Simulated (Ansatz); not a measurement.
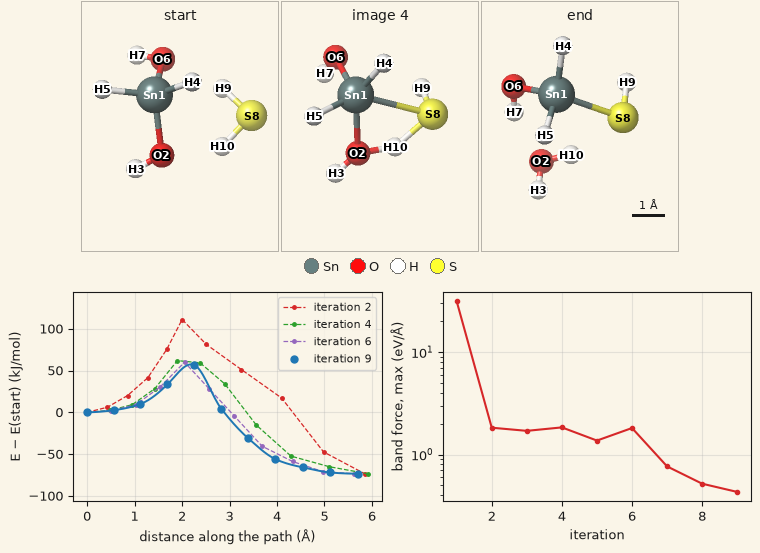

A nudged-elastic-band calculation for SnH₆SO₂. Images are numbered from 0 (start) to 10 (end). The plot follows the band through its iterations. The picture is a ball-and-stick view, seen at a tilt.

Theory: RKS PBE0/def2-SVP (Ansatz). Set-up: 9 movable images; climbing image; force threshold 0.5 eV/Å; iteration limit 46; starting path through a guess of the saddle point.

**Judge this run.**

The run met only a loose threshold, so the barrier can't be trusted yet. The band converged in 9 iterations. The largest component of the band force went from 32 to 0.43 eV/Å. The climbing image converged on the top of the path. Its curvatures weren't checked. The force threshold is so loose that the height of the top is at best an upper bound. The first iteration put the highest image at 514.8 kJ/mol. The highest point, image 4, lies 56.6 kJ/mol above the start and 130.1 kJ/mol above the end; the end is at −73.5 kJ/mol relative to the start.

Cost: 5 min on 2 threads of Arm Neoverse V1, on a shared host, peak memory 0.24 GiB.
